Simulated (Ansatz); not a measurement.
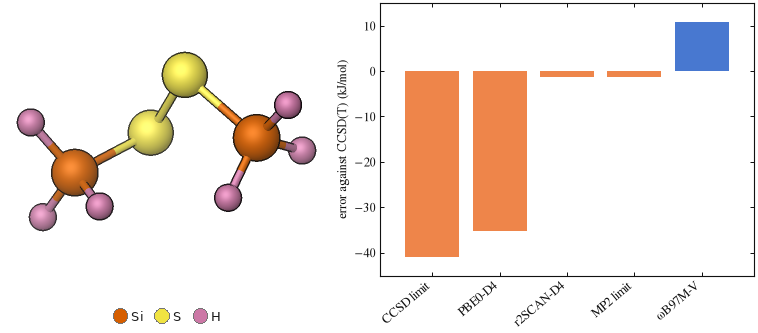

Error in the electronic atomisation energy (method less reference, so positive means overbinding) of Si₂H₆S₂, SMILES [SiH3]SS[SiH3]: functionals in def2-TZVPP against frozen-core CCSD(T) at the limit (MP2 extrapolated from triple and quadruple zeta, plus CCSD(T) less MP2 in a smaller set), which gives 2897.7 kJ/mol, at a PBE0-D4/def2-TZVP geometry (no frequency check), no zero-point or spin-orbit term, the Ansatz code 0.2.0. The reference leaves out core correlation, a term that grows with the number of heavy atoms. Limit means the basis limit.

Q: What range do the values span?

A: From −40.9 kJ/mol (CCSD limit) to 10.9 kJ/mol (ωB97M-V).

Q: Give the values.

A:
| level | kJ/mol |
| --- | --- |
| CCSD limit | −40.9 |
| PBE0-D4 | −35.3 |
| r2SCAN-D4 | −1.4 |
| MP2 limit | −1.2 |
| ωB97M-V | 10.9 |

Caveats, for all or some of the runs: one conformer of a flexible molecule.
